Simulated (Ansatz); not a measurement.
# C2H6AlCl: rigid torsion scan in Python

The task is a rigid torsion scan, for C2H6AlCl. SMILES: C[CH2][AlH][Cl].

All numbers are computed with Ansatz 0.2.0, driven from Python. Level of theory: Hartree-Fock/cc-pVDZ.

### 1 The structure

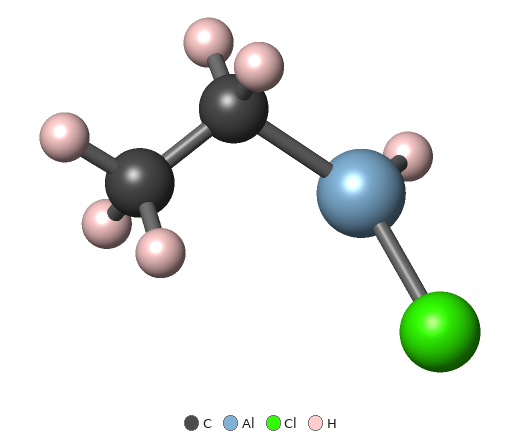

The starting structure, viewed from a chosen angle; carbon dark grey, aluminium light blue, chlorine green, hydrogen pink.

No structure file is read: the coordinates are typed or built in the script.

### 2 The code

torsion.py reads:

```python
"""Energy of C2H6AlCl as one group turns about a bond."""

import ansatz as az
from ase import Atoms


def main() -> None:
    atoms = Atoms(["C", "C", "Al", "Cl", "H", "H", "H", "H", "H", "H"], positions=[
        [-0.8735, 0.8439, 0.2535],
        [-0.065, -0.2869, 0.6891],
        [1.2025, -0.8213, -0.7492],
        [0.5636, -1.4524, -2.7184],
        [-1.5058, 0.6072, -0.6791],
        [-1.6288, 1.1773, 1.0521],
        [-0.2583, 1.7724, 0.0185],
        [0.5471, 0.0147, 1.5937],
        [-0.7062, -1.1367, 0.9675],
        [2.8073, -0.7696, -0.4246],
    ])

    # start the scan from a relaxed geometry
    first = (
        az.Crystal.molecule_from_ase(atoms).calculation()
        .basis(gaussian="cc-pVDZ")
        .functional("HF")
        .relax(force_tolerance=0.02, max_steps=80)
    )
    atoms.positions = first.run().report["positions_ang"]

    start = atoms.get_dihedral(2, 1, 0, 4)
    energies = {}
    for turn in range(0, 121, 15):
        turned = atoms.copy()
        turned.set_dihedral(2, 1, 0, 4, start + turn, indices=[0, 4, 5, 6])
        base = az.Crystal.molecule_from_ase(turned).calculation().basis(gaussian="cc-pVDZ").functional("HF")
        energies[round((start + turn) % 360)] = base.run().report["free_energy_ev"]
    floor = min(energies.values())
    print("dihedral Al2-C1-C0-H4 (deg)   E - E(min) (kJ/mol)")
    for angle, e in sorted(energies.items()):
        print(f"{angle:8d} {96.485332 * (e - floor):14.3f}  " + "#" * int(30 * (e - floor) / max(max(energies.values()) - floor, 1e-9)))


if __name__ == "__main__":
    main()
```

### 3 The input behind the calls

The engine receives this input (first run):

```yaml
crystal:
  periodic: [false, false, false]
  atoms:
    - { symbol: C, position_ang: [-0.8735, 0.8439, 0.2535] }
    - { symbol: C, position_ang: [-0.065, -0.2869, 0.6891] }
    - { symbol: Al, position_ang: [1.2025, -0.8213, -0.7492] }
    - { symbol: Cl, position_ang: [0.5636, -1.4524, -2.7184] }
    - { symbol: H, position_ang: [-1.5058, 0.6072, -0.6791] }
    - { symbol: H, position_ang: [-1.6288, 1.1773, 1.0521] }
    - { symbol: H, position_ang: [-0.2583, 1.7724, 0.0185] }
    - { symbol: H, position_ang: [0.5471, 0.0147, 1.5937] }
    - { symbol: H, position_ang: [-0.7062, -1.1367, 0.9675] }
    - { symbol: H, position_ang: [2.8073, -0.7696, -0.4246] }
basis:
  gaussian:
    orbitals: cc-pVDZ
hamiltonian:
  xc: hf
relax:
  f_tol: 0.02
  max_steps: 80
```

### 4 The run

Command:

```bash
> python torsion.py
```

Output:

```text
dihedral Al2-C1-C0-H4 (deg)   E - E(min) (kJ/mol)
      60          0.000
      75          1.779  ####
      90          6.086  ##############
     105         10.432  #########################
     120         12.240  ##############################
     135         10.423  #########################
     150          6.080  ##############
     165          1.791  ####
     180          0.042
```

Run time: 71 s. Hardware: 1 thread of Arm Neoverse V1, shared host; peak memory 0.26 GiB.

### 5 Path of the relaxation of run 0

Step by step:

| step | energy from step 1 (eV) | largest force component (eV/Å) |
| --- | --- | --- |
| 1 | 0.0000 | 3.2514 |
| 2 | -0.3038 | 1.1769 |
| 3 | -0.3539 | 0.3301 |
| 4 | -0.3589 | 0.0537 |
| 5 | -0.3598 | 0.0388 |
| 6 | -0.3609 | 0.0828 |
| 7 | -0.3625 | 0.2164 |
| 8 | -0.3648 | 0.1902 |
| 9 | -0.3670 | 0.1595 |
| 10 | -0.3685 | 0.1913 |
| 11 | -0.3717 | 0.1058 |
| 12 | -0.3744 | 0.0488 |
| 13 | -0.3771 | 0.0493 |
| 14 | -0.3759 | 0.2201 |
| 15 | -0.3145 | 0.5802 |
| 16 | -0.3784 | 0.0138 |
| 17 | -0.3797 | 0.0495 |
| 18 | -0.3794 | 0.1022 |
| 19 | -0.3805 | 0.0363 |
| 20 | -0.3811 | 0.0600 |
| 21 | -0.3810 | 0.0897 |
| 22 | -0.3817 | 0.0318 |
| 23 | -0.3818 | 0.0454 |
| 24 | -0.3820 | 0.0401 |
| 25 | -0.3822 | 0.0176 |
| 26 | -0.3822 | 0.0063 |

Step 1 is the start. Steps 14, 15, 18, 21 were tried and not accepted.

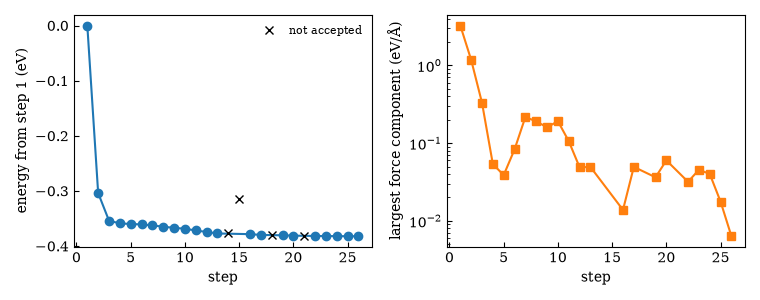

Energy and largest force along the relaxation.

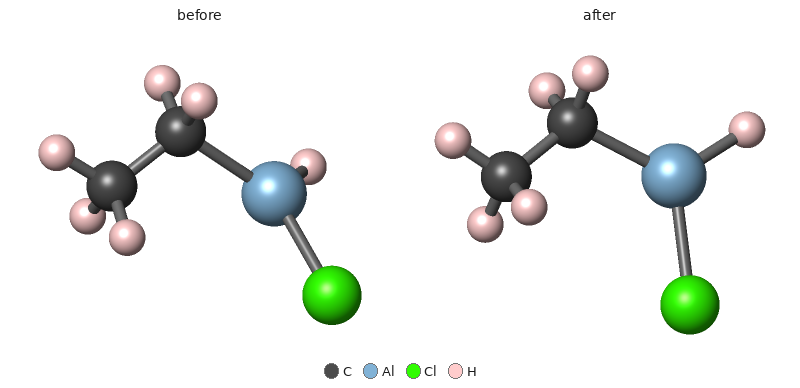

Before and after, at one scale.

Before: Bond lengths: C1–C2 1.457 Å, C2–Al3 1.990 Å, Al3–Cl4 2.164 Å, C1–H5 1.151 Å, C1–H6 1.149 Å, C1–H7 1.138 Å, C2–H8 1.133 Å, C2–H9 1.100 Å, Al3–H10 1.638 Å. Angles (14 of 15 angles, heavy atoms first): C1–C2–Al3 110.2°, C2–Al3–Cl4 123.2°, C1–C2–H8 109.4°, C1–C2–H9 110.6°, Al3–C2–H8 107.7°, Al3–C2–H9 110.3°, C2–C1–H5 112.8°, C2–C1–H6 112.5°, C2–C1–H7 113.3°, C2–Al3–H10 118.2°, Cl4–Al3–H10 118.6°, H8–C2–H9 108.6°, H5–C1–H6 105.2°, H5–C1–H7 107.3°.

After: Bond lengths: C1–C2 1.536 Å, C2–Al3 1.971 Å, Al3–Cl4 2.144 Å, C1–H5 1.093 Å, C1–H6 1.093 Å, C1–H7 1.093 Å, C2–H8 1.099 Å, C2–H9 1.099 Å, Al3–H10 1.577 Å. Angles (14 of 15 angles, heavy atoms first): C1–C2–Al3 118.1°, C2–Al3–Cl4 119.8°, C1–C2–H8 110.1°, C1–C2–H9 110.1°, Al3–C2–H8 106.7°, Al3–C2–H9 106.7°, C2–C1–H5 111.6°, C2–C1–H6 111.5°, C2–C1–H7 111.6°, C2–Al3–H10 124.4°, Cl4–Al3–H10 115.8°, H8–C2–H9 104.2°, H5–C1–H6 107.5°, H5–C1–H7 107.0°.

Run 0 is this relaxation; the runs after it count from 1.

### 6 The runs side by side

The 9 runs, in the order started:

```tsv
run	turn (°)	energy from run 1 (eV)	SCF cycles	CPU time (s)
1	0	0.0000	12	1.1
2	15	0.0184	12	1.1
3	30	0.0631	12	1.1
4	45	0.1081	12	1.1
5	60	0.1269	12	1.1
6	75	0.1080	12	1.1
7	90	0.0630	12	1.1
8	105	0.0186	12	1.1
9	120	0.0004	12	1.1
```

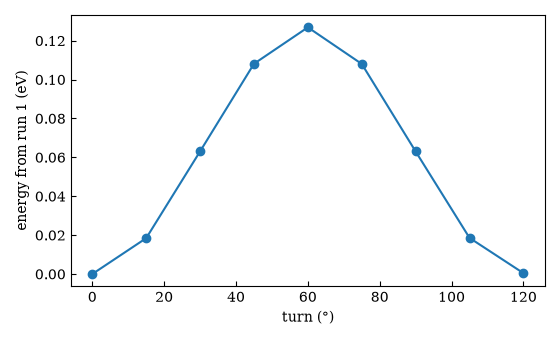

Energy against turn; lines join the points.

### 7 Summary of results

```
              quantity     value
         runs compared         9
       range of energy  0.127 eV
lowest point, turn (°)         0
```

**Reading.** The lowest point lies at a turn of 0°, the highest 0.127 eV (12.2 kJ/mol) above it at 60°. The grid can miss the true lowest and highest points, and the rest of the molecule is held rigid. Run 0: The relaxation took 21 moves; the largest shift is 1.100 Å, of atom 10 (H). So large a move can change the bonding: the results belong to the relaxed structure. The scan is rigid and the energies are electronic, in a modest basis. With rigid groups the curve can differ much from the relaxed path, the start wasn't checked as a minimum of this torsion, and equivalent turns needn't return to the same energy.
